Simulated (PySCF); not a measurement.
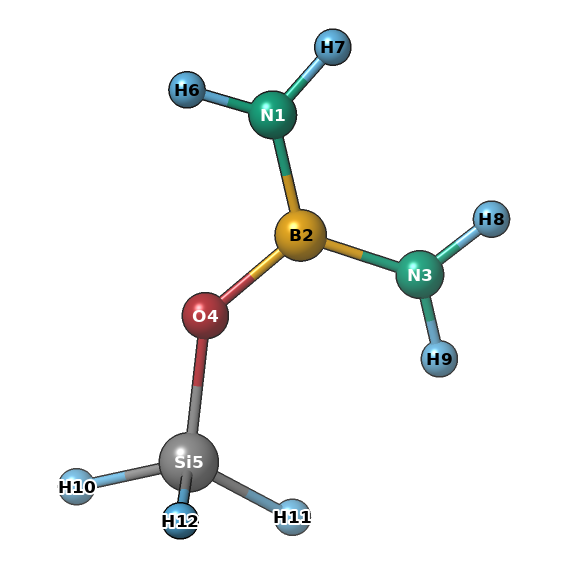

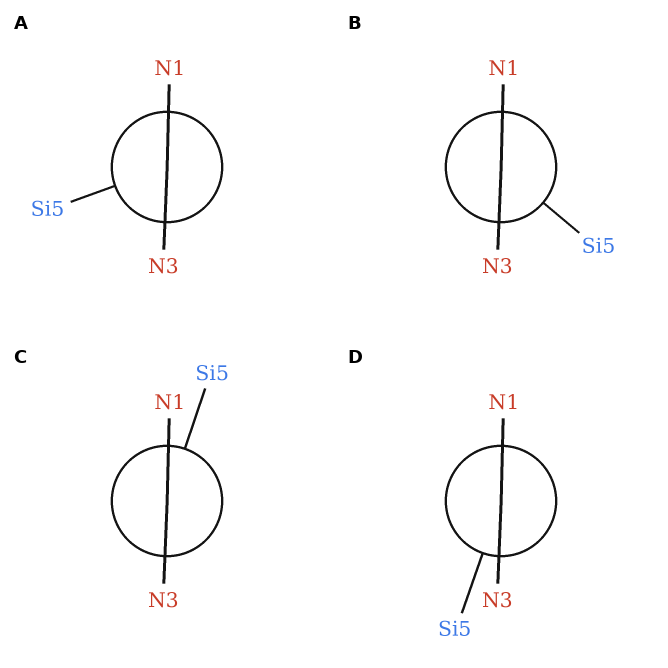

Atoms fade into the background with distance from the viewer. Bonds that would overlap in a projection are set slightly apart. The computed structure is the end point of a PBE0-D3(BJ)/def2-SVP optimisation. No frequency run is at hand to confirm it as a minimum.

Q: Which Newman projection shows the view along B2–O4, with B2 in front?

A: D. The torsion angle N1–B2–O4–Si5 is −172°, antiperiplanar (anti).
